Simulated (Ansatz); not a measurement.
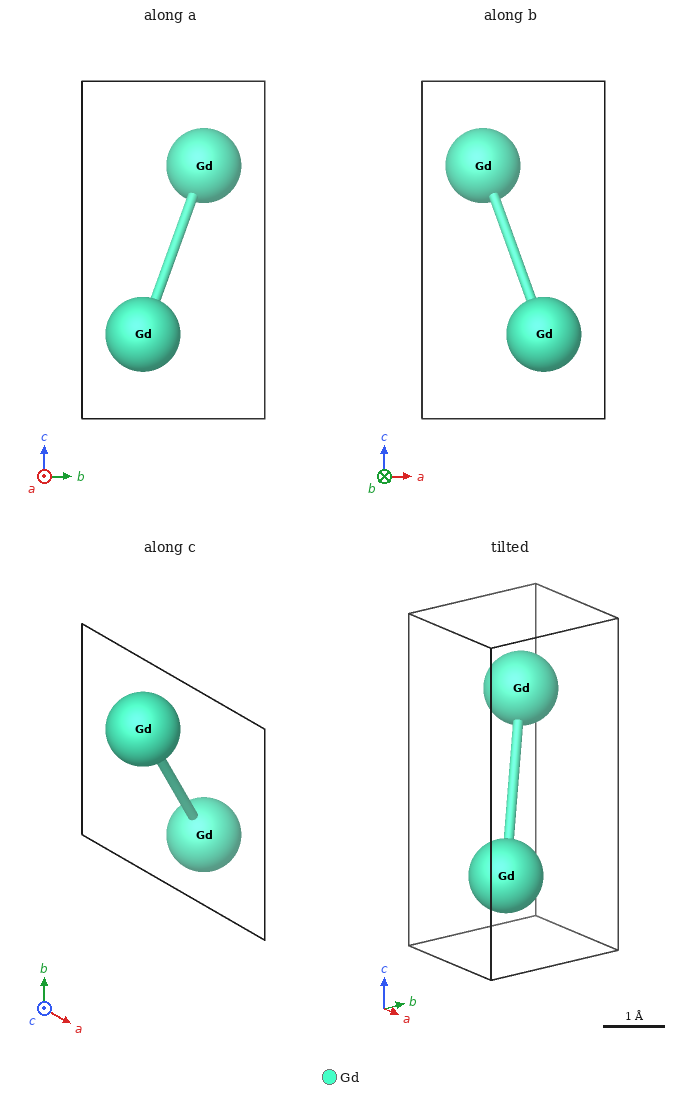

Shown here is a ball-and-stick view of the crystal, taken along the a axis, along the b axis, along the c axis and slightly off an axis. The parallelepiped is the conventional unit cell.

Lattice parameters: a = 3.485 Å, b = 3.485 Å, c = 5.574 Å, α = 90.00°, β = 90.00°, γ = 120.00°.

> Write down what is shown as a table of Wyckoff sites.

Space group P6_3/mmc (No. 194).
```csv
atom,site,x,y,z
Gd,2d,0.3333,0.6667,0.7500
```

Its origin is the standard structure of this element. The structure drawn was relaxed with DFT LDA, scalar-relativistic, plane waves, PAW (Ansatz 0.2.0).
